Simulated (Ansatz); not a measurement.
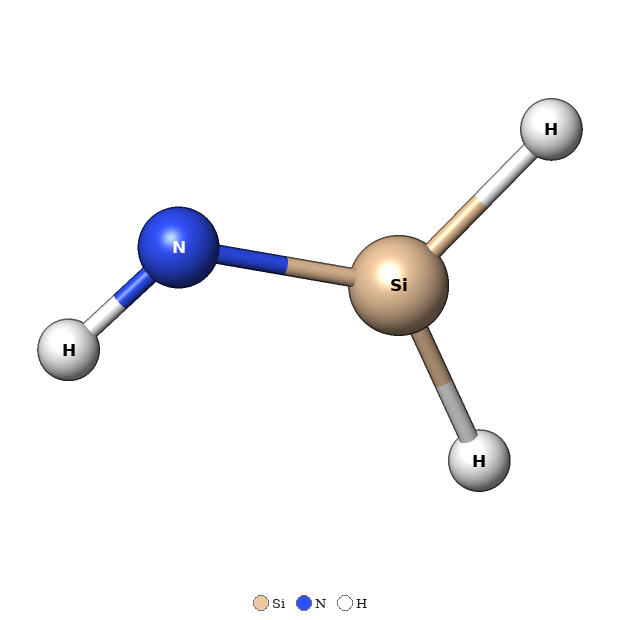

Harmonic vibrations computed with RKS PBE0-D4/def2-TZVP (Ansatz 0.2.0) at a stationary point of the same level.

How many imaginary frequencies does it have?

Answer. A minimum: no imaginary frequency, and the lowest mode lies at 573 cm⁻¹.

List the wavenumbers.

Answer. 9 modes: 573, 608, 751, 761, 983, 1146, 2201, 2283, 3616 cm⁻¹.
